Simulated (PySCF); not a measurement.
```xyz
2

Hg    0.0000    0.0000   -0.1227
B     0.0000    0.0000    2.2513
```

Core potentials replace the inner electrons of Hg.

All numbers below come from PBE0/cc-pVDZ(-PP), non-relativistic Hamiltonian with scalar-relativistic core potentials where named, at a bond length of 2.374 Å in PySCF 2.14.0.

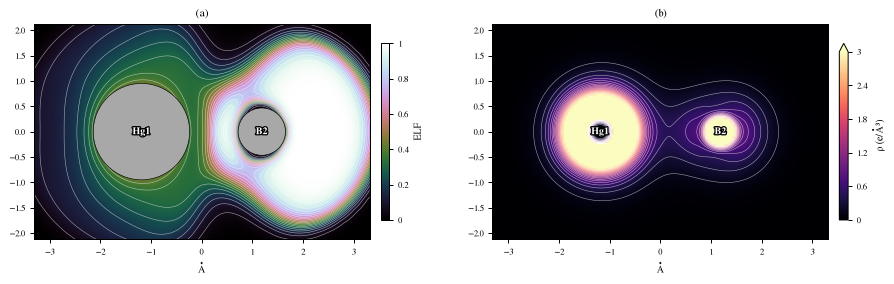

HgB (charge +1). (a) electron localisation function; (b) electron density on a plane that holds the molecular axis. Grey discs cover the atomic cores in the ELF map.

Q: Describe what can be read from this map.

A:
- Atoms in the plane: Hg and B.
- Hg–B (2.37 Å): ρ is about 0.52 e/Å³ halfway, with its minimum of 0.46 e/Å³ about 1.4 Å from Hg; the ELF peaks at about 0.95 in the valence shell of B, 0.7 Å from its nucleus, and is about 0.40 at the midpoint.
- The ELF also peaks beside B2, away from the bonds: lone-pair regions.
